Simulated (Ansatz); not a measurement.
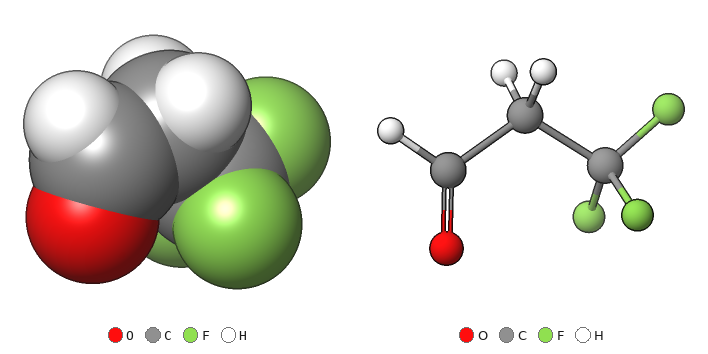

The same structure drawn twice, from different directions.

**Count the atoms of each element.**

C3H3F3O, 10 atoms: 3 carbon, 3 hydrogen, 3 fluorine and 1 oxygen.

**What is the point group of this geometry?**

Cs.

**How many sets of symmetry-equivalent atoms are there?**

8: 1 O, 1 C, 1 C, 1 C, 1 F, 2 F, 1 H, 2 H.

**Count the bonded pairs by element.**

3 C–F, 3 C–H, 2 C–C, 1 C–O.

**What is its SMILES?**

O=CCC(F)(F)F

The parts below concern this one geometry. Atoms keep their numbers from picture to picture. The geometry was computed by an optimisation with PBE0-D4/def2-TZVP. No frequency run is at hand to confirm it as a minimum.

**Geometry**

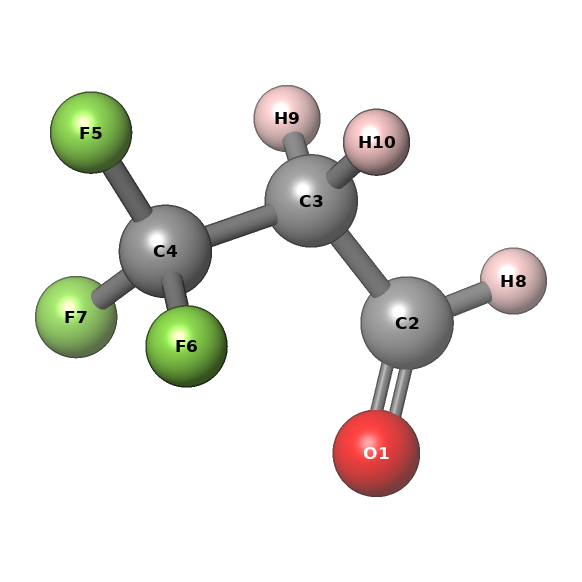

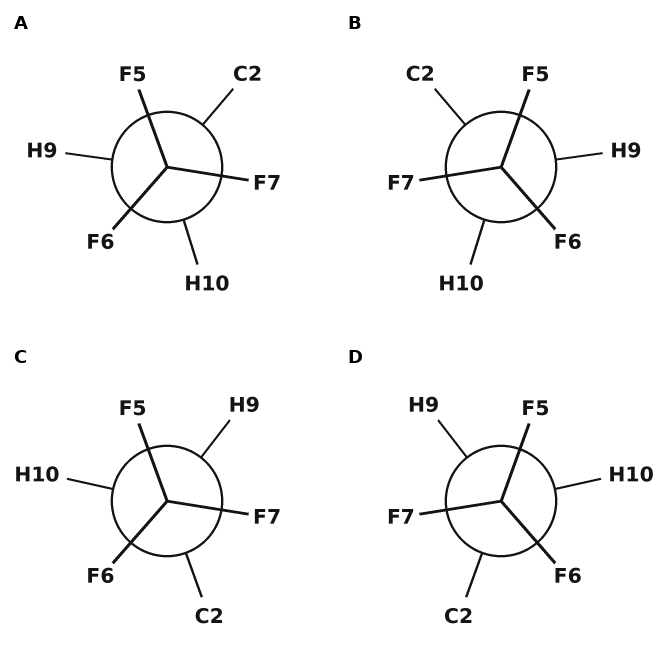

Distant atoms are faded towards the background colour. Bonds that would overlap in a projection are set slightly apart. No frequency run is at hand to confirm it as a minimum.

**Which Newman projection shows the view along C4–C3, with C4 in front?**

D. The torsion angle F5–C4–C3–C2 is 180°, antiperiplanar (anti).

**Levels of theory compared**

No frequency run is at hand to confirm it as a minimum. Program: Ansatz 0.2.0.

At this fixed geometry, give HOMO energy (eV) at these levels: B3LYP-D4/def2-TZVPP; PBE-D4/def2-TZVPP; PBE0-D4/def2-TZVPP; r2SCAN-D4/def2-TZVPP; ωB97M-V/def2-TZVPP; ωB97X-V/def2-TZVPP.

```csv
level,HOMO energy (eV)
B3LYP-D4/def2-TZVPP,−7.87
PBE-D4/def2-TZVPP,−6.44
PBE0-D4/def2-TZVPP,−8.09
r2SCAN-D4/def2-TZVPP,−6.78
ωB97M-V/def2-TZVPP,−10.51
ωB97X-V/def2-TZVPP,−10.57
```

**Charges**

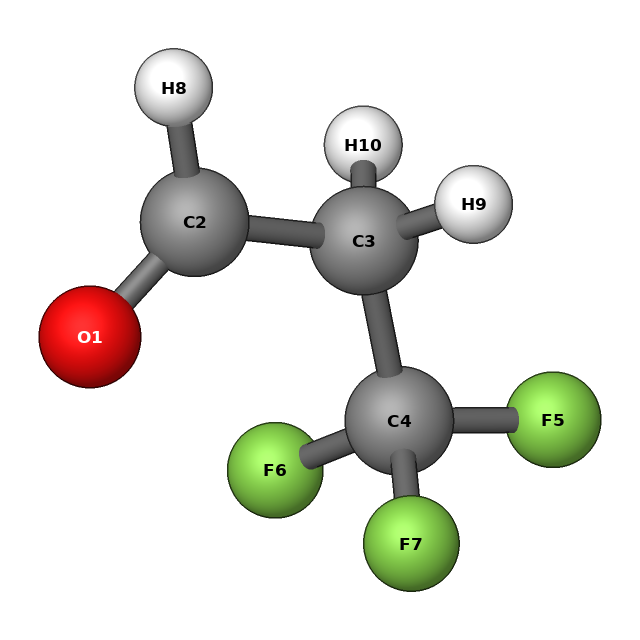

The questions are on Mulliken charges. No frequency run is at hand to confirm it as a minimum. Level of theory: RKS B3LYP-D4/def2-TZVPP (Ansatz 0.2.0).

List the Mulliken charges.

| atom | value (e) |
| --- | --- |
| O1 | −0.22 |
| C2 | 0.07 |
| C3 | −0.12 |
| C4 | 0.51 |
| F5 | −0.18 |
| F6 | −0.17 |
| F7 | −0.17 |
| H8 | 0.08 |
| H9 | 0.10 |
| H10 | 0.10 |

**Dipole moment**

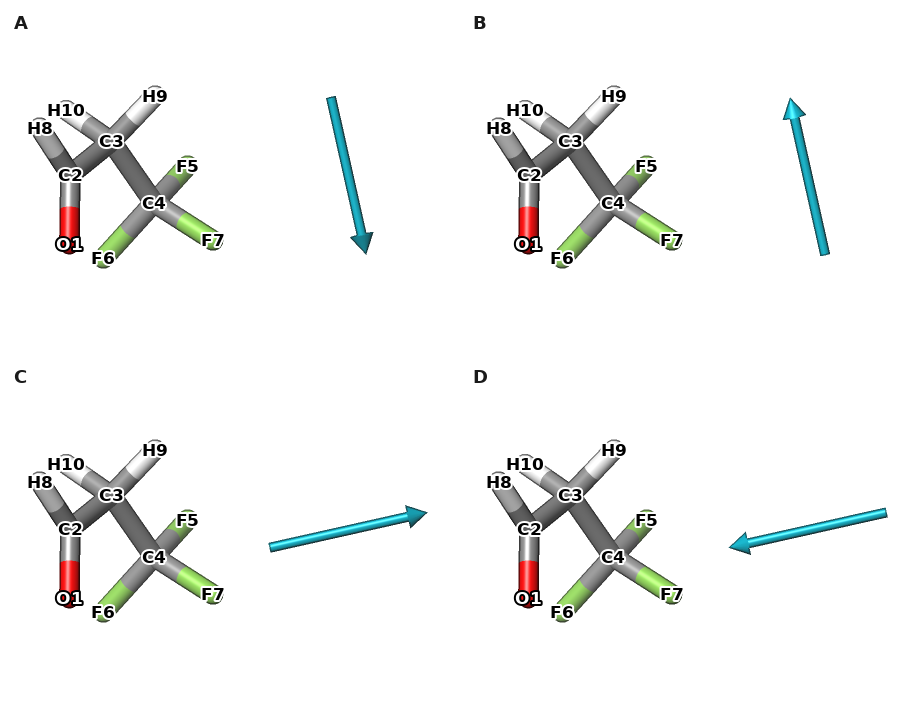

The same molecule four times, each with an arrow. No frequency run is at hand to confirm it as a minimum. Level of theory: RKS ωB97M-V/def2-TZVPP (Ansatz 0.2.0).

**Which arrow points along the dipole moment, from the negative to the positive end?**

B. The dipole moment is 3.71 D; it points from the side of F6, F7 to the side of H8, H9, H10 (the outermost atoms at the two ends).

Mulliken values depend strongly on the basis set and can even reverse the polarity of a bond.
